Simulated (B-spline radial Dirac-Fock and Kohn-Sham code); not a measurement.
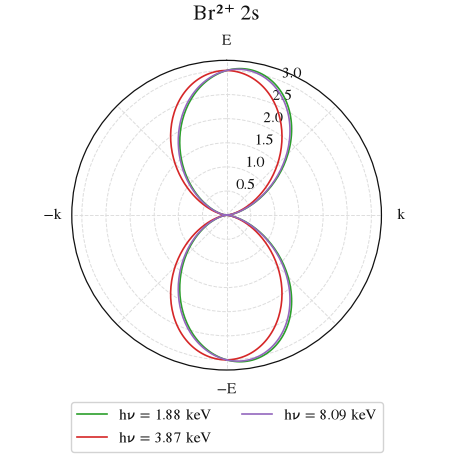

**Figure.** Angular distribution of photoelectrons from L1 (2s) in the plane of the polarisation E (up) and the photon direction k (right), relative to an isotropic one. System: the ion Br²⁺. The calculation used a Dirac–Hartree–Slater potential; 1 + βP₂(cos θ) + (δ + γ cos²θ) sin θ cos φ with E1 and E1–E2 terms (a radial B-spline solver). Open shells are averaged over j.

Describe what the figure shows.

At 1.88 keV, β = 1.998, γ = 0.848 and δ = 0.000. At 3.87 keV, β = 1.998, γ = −0.028 and δ = 0.000. At 8.09 keV, β = 1.998, γ = 0.704 and δ = 0.000. At 8.09 keV the emission 45° forward of E is 1.4 times that 45° backward, and the lobe peaks 6.0° from E towards k.
